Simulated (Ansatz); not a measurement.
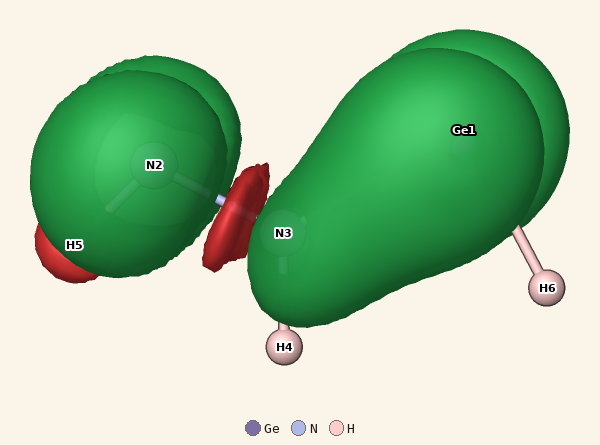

The picture shows: GeH$_{3}$N$_{2}$ (doublet). Isosurfaces of the spin density (α minus β) at +0.015 (green) and −0.015 e/Å³ (red), seen across its widest extent.

Geometry: r2SCAN-D4/def2-SVP.

Computed with isolated molecule in a Gaussian basis; Kohn-Sham density functional theory, functional PBE0 in Ansatz 0.2.0.

```xyz
6

Ge    0.8420   -1.1411    1.0329
N     0.1181    0.0454   -1.4344
N     0.4868    0.2619   -0.1967
H     0.5857    1.2380    0.1143
H    -0.0106    0.9626   -1.8892
H     1.1748   -0.0192    2.1290
```

Describe the spin distribution.

Answer. The unpaired spin (1 electron) lies mostly on N2 (about 0.5), Ge1 (about 0.3) and N3 (about 0.1), in electrons by Hirshfeld's partition.
